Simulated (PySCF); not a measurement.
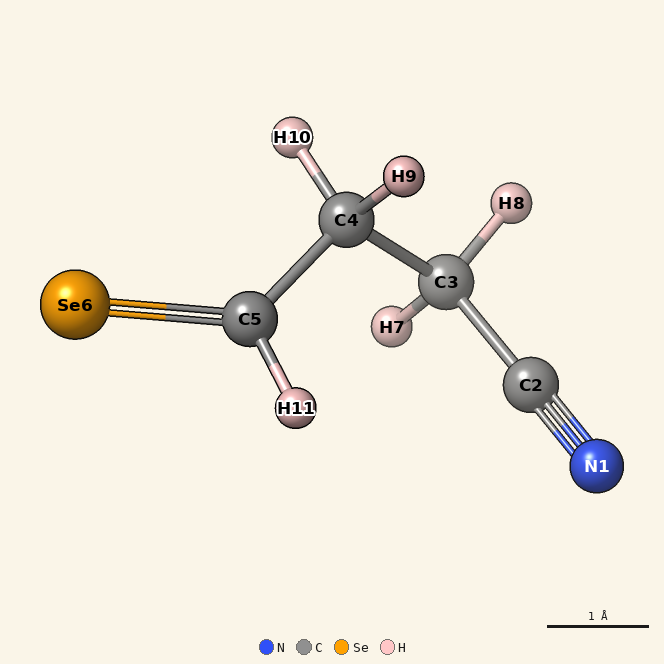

Orthographic view. Distant atoms are faded towards the background colour. The geometry was computed by an optimisation with PBE0-D3(BJ)/def2-SVP. No frequency run is at hand to confirm it as a minimum.

Write a MOL file (V2000) with the atoms in numerical order, bonds sorted by atom number with the orders drawn, and coordinates in the frame of the picture: x right, y up, z towards the viewer, origin at the mean position.

```
C4H5NSe
                    3D

 11 10  0  0  0  0  0  0  0  0999 V2000
    2.2000   -1.7200    0.2900 N   0  0  0  0  0  0  0  0  0  0  0  0
    1.5400   -0.9100   -0.2100 C   0  0  0  0  0  0  0  0  0  0  0  0
    0.7000    0.1100   -0.8100 C   0  0  0  0  0  0  0  0  0  0  0  0
   -0.3000    0.7400    0.1900 C   0  0  0  0  0  0  0  0  0  0  0  0
   -1.2600   -0.2600    0.7500 C   0  0  0  0  0  0  0  0  0  0  0  0
   -3.0100   -0.1100    0.7200 Se  0  0  0  0  0  2  0  0  0  0  0  0
    0.1500   -0.3300   -1.6600 H   0  0  0  0  0  0  0  0  0  0  0  0
    1.3500    0.9000   -1.2200 H   0  0  0  0  0  0  0  0  0  0  0  0
    0.2700    1.1700    1.0300 H   0  0  0  0  0  0  0  0  0  0  0  0
   -0.8400    1.5600   -0.3000 H   0  0  0  0  0  0  0  0  0  0  0  0
   -0.8000   -1.1400    1.2100 H   0  0  0  0  0  0  0  0  0  0  0  0
  1  2  3  0
  2  3  1  0
  3  4  1  0
  3  7  1  0
  3  8  1  0
  4  5  1  0
  4  9  1  0
  4 10  1  0
  5  6  2  0
  5 11  1  0
M  END
```
